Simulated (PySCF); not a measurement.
```yaml
atoms:
  - { symbol: C, position_ang: [2.1027, 0.4433, 2.5556] }
  - { symbol: C, position_ang: [1.6086, 0.0775, 1.5233] }
  - { symbol: Si, position_ang: [0.8205, -0.5183, -0.0457] }
  - { symbol: N, position_ang: [1.9539, -0.1783, -1.3004] }
  - { symbol: C, position_ang: [-0.7166, 0.4912, -0.4430] }
  - { symbol: C, position_ang: [-1.9461, 0.3407, 0.4049] }
  - { symbol: C, position_ang: [-1.9444, -0.1779, -0.9938] }
  - { symbol: H, position_ang: [2.5418, 0.7730, 3.4536] }
  - { symbol: H, position_ang: [0.4608, -1.9370, 0.1502] }
  - { symbol: H, position_ang: [2.8986, -0.5127, -1.2076] }
  - { symbol: H, position_ang: [1.6575, -0.2323, -2.2609] }
  - { symbol: H, position_ang: [-0.5340, 1.4941, -0.8118] }
  - { symbol: H, position_ang: [-1.9246, -0.3734, 1.2148] }
  - { symbol: H, position_ang: [-2.5308, 1.2217, 0.6267] }
  - { symbol: H, position_ang: [-1.9271, -1.2483, -1.1399] }
  - { symbol: H, position_ang: [-2.5284, 0.3454, -1.7374] }
```

Geometry: GFN2-xTB.

The calculation used wB97X-D/def2-SVPD, SCF density, gas phase in PySCF 2.14.0.

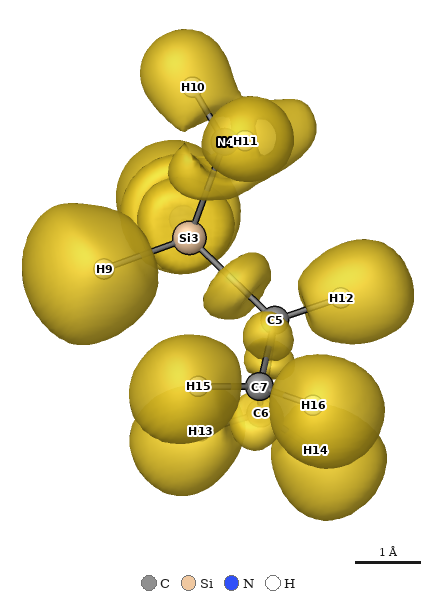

C$_{5}$H$_{9}$NSi. Isosurface of the electron localisation function at 0.8 (yellow), seen at an oblique angle. Only the valence region is drawn (cores and ρ < 0.01 e/Å³ removed).

**Describe the localisation domains.**

The ELF exceeds this value in four regions between bonded C–C atoms (shared pairs), two regions between bonded C–Si atoms (shared pairs), seven regions around hydrogen nuclei and one joined region spread over several atoms (H, N), in which their bonds and any lone pairs are merged. Profiles from the grid: C–C (1.20 Å): the ELF peaks at about 0.85 between the atoms: a multiple bond. Si–N (1.72 Å): the ELF peaks at about 0.90 between the atoms, as expected for a polar covalent bond.
